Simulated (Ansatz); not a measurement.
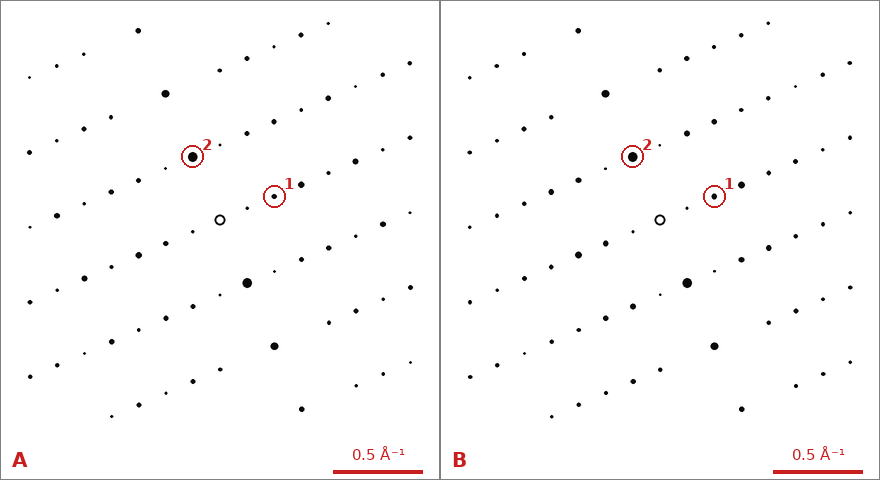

Kinematic electron diffraction patterns (120 kV, B = 0.5 Å², same scale) along [1-10] of the run's own cell, for the start and the end of one relaxation of Li2Cu5 with DFT, PAW plane waves, pbe (Ansatz 0.2.0). k mesh 3×3×10. The start is a generated model structure, and the relaxation ends in the nearest stationary point of its symmetry, not necessarily the ground state. Spot 1 is -2 -2 0 and spot 2 is 0 0 -1 in both.

Start structure:

```
CELL_PARAMETERS angstrom
8.45544 0.00000 0.00000
0.00000 8.45544 0.00000
0.00000 0.00000 2.57186
ATOMIC_POSITIONS crystal
Cu 0.29540 0.43240 0.00000
Cu 0.56760 0.29540 0.00000
Cu 0.70460 0.56760 0.00000
Cu 0.43240 0.70460 0.00000
Cu 0.79540 0.06760 0.00000
Cu 0.06760 0.20460 0.00000
Cu 0.20460 0.93240 0.00000
Cu 0.93240 0.79540 0.00000
Li 0.17200 0.67200 0.50000
Li 0.32800 0.17200 0.50000
Li 0.82800 0.32800 0.50000
Li 0.67200 0.82800 0.50000
Cu 0.00000 0.50000 0.00000
Cu 0.50000 0.00000 0.00000
```

Question: Which pattern belongs to the start structure, and which to the relaxed one?

Answer: A is the start: its cell gives d(1) = 2.989 Å, d(2) = 2.572 Å and an angle of 90.0°. The spot positions hardly differ, so the intensities decide: those computed from the start structure match A, and B is the relaxed structure.

Question: Name reflections whose intensity changes strongly on relaxation.

Answer: 5 5 1 goes from 8.3 to 2.6 % of the strongest spot; 5 5 0 goes from 12 to 5.2 % of the strongest spot; 3 3 -1 goes from 5.5 to 10 % of the strongest spot.

Question: Summarise the relaxation behind the change.

Answer: The cell was held fixed; with the mean shift removed, the atoms moved by up to 0.14 Å relative to the cell (Li most); the space group stayed P4/mbm (No. 127); the free energy fell by 8 meV an atom.
